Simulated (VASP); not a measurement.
Band structure of Li$_{2}$S (antifluorite). These are rev-vdW-DF2, VASP's PBE PAW potentials (set 64) (plane waves; VASP) values and carry that method's errors.

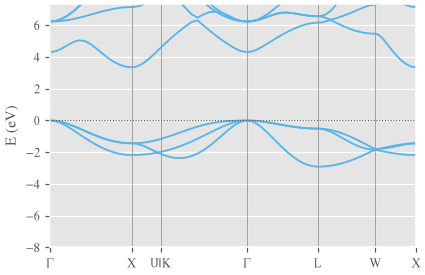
Figure. Bands along high-symmetry lines, zero at the valence-band maximum or, without a gap, the Fermi level

Problem. Read the plot: is there a gap, and where are the band edges?

Solution. The gap is indirect, 3.35 eV, from the valence maximum at Γ to the conduction minimum at X. (Edges off the drawn lines would not show.)

The compound is Li2S in the antifluorite structure. It was relaxed first.
